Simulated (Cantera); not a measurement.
Input: 1 mol CO2, 0.11 mol H2, 1.3 mol N2, equilibrated at 2325 K.

These are equilibrium values from Cantera (NASA tables, ideal gas, pure condensed phases), not measurements of a reactor. Candidate condensed phases: C, C6H6, C7H8, C8H18, H2O; 136 gas species. The ideal-gas law is rough above about 30 bar. Equilibrium is a limit: real reactors are often held back by kinetics, nucleation or transport.

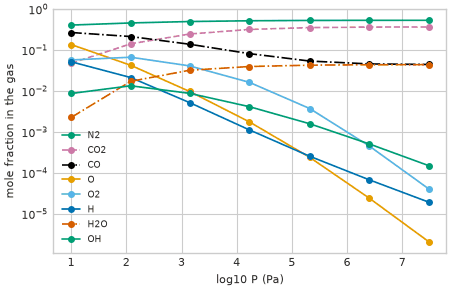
Figure. Equilibrium gas composition (values under 1e-9 drawn at 1e-9)

From 10.0 Pa to 300 bar nothing is condensed. The main C-bearing gas is CO at 10.0 Pa and CO2 at 300 bar.
